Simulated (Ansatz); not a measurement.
# InPH4O (SMILES O[PH][InH2]) at PBE0/def2-SVPD (core potential)

Aim: the electronic atomisation energy of InPH4O at PBE0/def2-SVPD (core potential), from 5 runs. 

Program for the calculation: Ansatz 0.2.0.

53 further runs of the same task are left out: 53 set aside as unsound or not needed. Runs told in other sessions of the task aren't counted.

## Step 1: The structure to begin with

The species is InPH4O (7 atoms), meant as a singlet with charge 0. As SMILES, `O[PH][InH2]`. The coordinates come from a PBE0-D4/def2-TZVP relaxation. This is one conformer, not always the lowest.

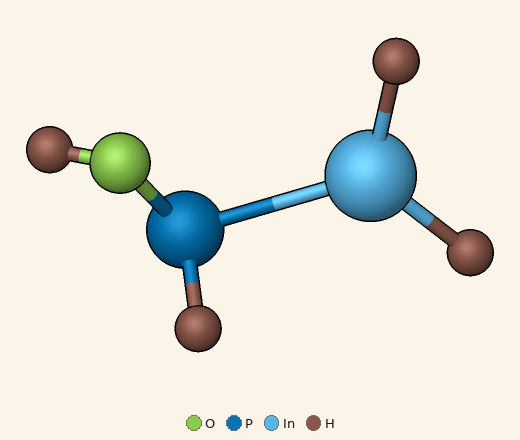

The structure, seen from a chosen angle (oxygen green, phosphorus blue, indium blue, hydrogen brown).

## Step 2: The energy at PBE0/def2-SVPD (core potential)

run.yaml reads:

```yaml
crystal:
  periodic: [false, false, false]
  atoms:
    - {symbol: O, position_ang: [-1.844500, 0.146900, 0.079200]}
    - {symbol: P, position_ang: [-0.622800, -0.370000, -0.935500]}
    - {symbol: In, position_ang: [1.396900, 0.365900, 0.345900]}
    - {symbol: H, position_ang: [-2.634300, 0.311800, -0.441900]}
    - {symbol: H, position_ang: [-0.483700, -1.722100, -0.492200]}
    - {symbol: H, position_ang: [1.278200, 1.623200, 1.518000]}
    - {symbol: H, position_ang: [2.910100, -0.355700, -0.073500]}
basis:
  gaussian:
    orbitals: def2-SVPD
hamiltonian:
  xc: pbe0
accuracy: high
output: {orbitals: {seedname: orbitals}}
```

Command:

```sh
$ ansatz run run.yaml --threads 1 --pin off --max-ram 3480MiB --events-out events.jsonl --progress --plain --runs-dir runs
```

What it wrote:

```text
Warning: RAYON_NUM_THREADS=1 ignored (pool sized by the plan → 1); use --threads N
Functional definition: PBE0
  name "PBE0"
  parameter a = 0.25
  parameter kappa = 0.804
  parameter beta = 0.06672455060314922
  exchange = (1 - a)*pbe_x(kappa = kappa, mu = beta*pi^2/3) + a*exact_x
  correlation = pbe_c(beta = beta)
2372 factors; integrals over basis functions are off by at most 3.2e-9 eV
mean field evaluation 1: about -16560.2063 eV, gradient 4.6e1 eV
mean field evaluation 2: about -16550.5198 eV, gradient 8.4e1 eV
mean field evaluation 4: about -16564.0804 eV, gradient 2.1e0 eV
mean field evaluation 8: about -16564.1851 eV, gradient 2.3e-1 eV
mean field evaluation 16: about -16564.1853 eV, gradient 2.8e-5 eV
mean field -16564.18526539 eV, -608.7225808950 hartree, gradient 6.3e-8 eV, S^2 0.000000; 0 other end points of the search recorded, 0 dependent functions left out
reference -16564.18526893 eV, -608.7225810251 hartree; 24, 24 occupied and 87, 87 virtual orbitals, 2372 factors
Total energy: -16564.18526893 eV, -608.7225810251 hartree
```

Wall time 14 s (1 thread of Arm Neoverse V1, shared host); peak memory 0.42 GiB.

## Step 3: The H atom at the same level

job.yaml reads:

```yaml
crystal:
  periodic: [false, false, false]
  atoms:
    - symbol: H
      position_ang: [0.000000, 0.000000, 0.000000]
basis:
  gaussian:
    orbitals: def2-SVPD
magnetization:
  spin_polarized: true
  initial_magnetization: 1
hamiltonian:
  xc: pbe0
accuracy: high
```

Run the same way, it converges to -0.50029 Eh (log not shown).

## Step 4: The In atom

molecule.yaml reads:

```yaml
crystal:
  periodic: [false, false, false]
  atoms:
    - {symbol: In, position_ang: [0.000000, 0.000000, 0.000000]}
basis:
  gaussian:
    orbitals: def2-SVPD
magnetization:
  spin_polarized: true
  initial_magnetization: 1
hamiltonian:
  xc: pbe0
accuracy: high
```

Command:

```sh
$ ansatz run molecule.yaml --threads 1 --pin off --max-ram 3480MiB --events-out events.jsonl --progress --plain --runs-dir runs
```

What it wrote:

```text
Warning: RAYON_NUM_THREADS=1 ignored (pool sized by the plan → 1); use --threads N
[... 7 set-up lines as earlier in the session ...]
297 factors; integrals over basis functions are off by at most 1.1e-9 eV
mean field evaluation 1: about -5173.1205 eV, gradient 1.7e0 eV
mean field evaluation 2: about -5173.1469 eV, gradient 2.8e-1 eV
mean field evaluation 4: about -5173.1471 eV, gradient 2.9e-1 eV
mean field evaluation 8: about -5173.1481 eV, gradient 8.5e-4 eV
mean field evaluation 16: about -5173.0803 eV, gradient 2.1e0 eV
mean field evaluation 32: about -5173.1481 eV, gradient 5.8e-8 eV
mean field -5173.14807080 eV, -190.1096851163 hartree, gradient 5.8e-8 eV, S^2 0.753204; 1 other end points of the search recorded, 0 dependent functions left out
reference -5173.14807247 eV, -190.1096851775 hartree; 11, 10 occupied and 21, 22 virtual orbitals, 297 factors
Total energy: -5173.14807247 eV, -190.1096851775 hartree
```

Run time: 2.8 s. Hardware: 1 thread of Arm Neoverse V1, shared host; peak memory 0.11 GiB.

## Step 5: The O atom

in.yaml reads:

```yaml
crystal:
  periodic: [false, false, false]
  atoms:
    - {symbol: O, position_ang: [0.000000, 0.000000, 0.000000]}
basis:
  gaussian:
    orbitals: def2-SVPD
magnetization:
  spin_polarized: true
  initial_magnetization: 2
hamiltonian:
  xc: pbe0
accuracy: high
```

Run the same way, it converges to -74.93194 Eh (log not shown).

## Step 6: The P atom

input.yaml reads:

```yaml
crystal:
  periodic: [false, false, false]
  atoms:
    - symbol: P
      position_ang: [0.000000, 0.000000, 0.000000]
basis:
  gaussian: {orbitals: def2-SVPD}
magnetization: {spin_polarized: true, initial_magnetization: 3}
hamiltonian: {xc: pbe0}
accuracy: high
```

Run the same way, it converges to -341.02238 Eh (log not shown).

## Step 7: Summary of results

Level: PBE0/def2-SVPD (core potential).

| quantity | value |
| --- | --- |
| molecule: total energy | -608.72258 Eh |
| molecule: HOMO energy | -6.58 eV |
| molecule: LUMO energy | -1.82 eV |
| molecule: HOMO–LUMO gap | 4.76 eV |
| H atom: total energy | -0.50029 Eh |
| H atom: ⟨S²⟩ | 0.750 |
| In atom: total energy | -190.10969 Eh |
| In atom: ⟨S²⟩ | 0.753 |
| O atom: total energy | -74.93194 Eh |
| O atom: ⟨S²⟩ | 2.004 |
| P atom: total energy | -341.02238 Eh |
| P atom: ⟨S²⟩ | 3.750 |
| electronic atomisation energy | 17.889 eV |

Taking the molecule apart into free atoms costs 17.89 eV (1726 kJ/mol), before zero-point energy and without spin-orbit coupling.
